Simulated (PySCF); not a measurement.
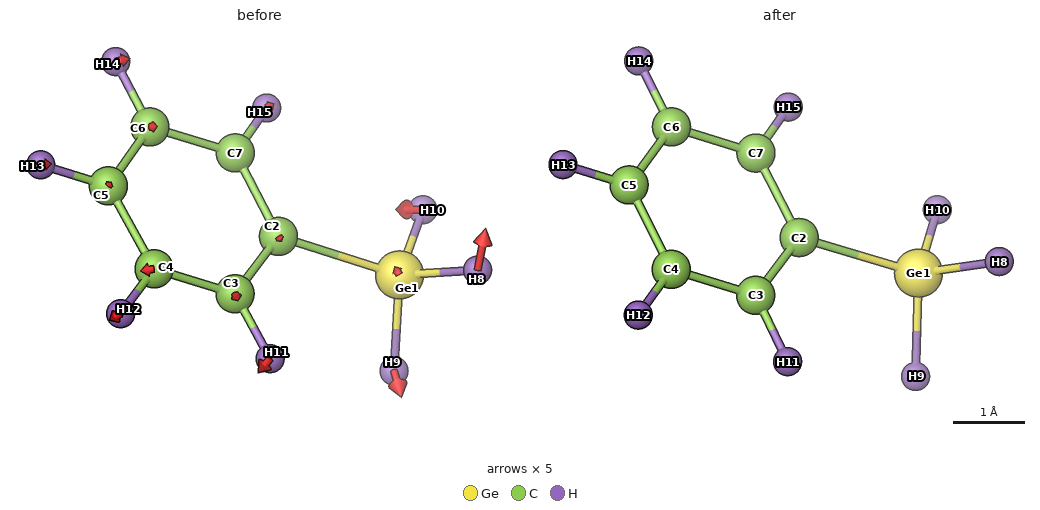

The structure of C₆H₈Ge before (left) and after (right) a relaxation, at one scale. The red arrows give the displacements, magnified 5 times.

A ball-and-stick model, seen at a tilt.

The start comes from GFN2-xTB. Its atoms were then displaced at random by about 0.01 Å.

All numbers below come from PBE0-D3(BJ)/def2-TZVP geometry optimisation, gas phase (PySCF 2.14.0, density-fitted response routines). 

Describe what moved and what it gained.

The largest move after the best rigid fit is that of H8, 0.13 Å. Largest moves by element: H 0.13 Å, C 0.04 Å, Ge 0.03 Å. Some distances before and after: Ge1–H9 1.458 → 1.538 Å, Ge1–H8 1.476 → 1.539 Å, C3–C4 1.330 → 1.387 Å, Ge1–H10 1.502 → 1.538 Å. Among the angles between lasting bonds that change: C5–C4–H12 117.4° → 120.1°, C4–C5–H13 122.3° → 120.1°. The energy falls by 5.33 kcal/mol in 6 geometry steps.
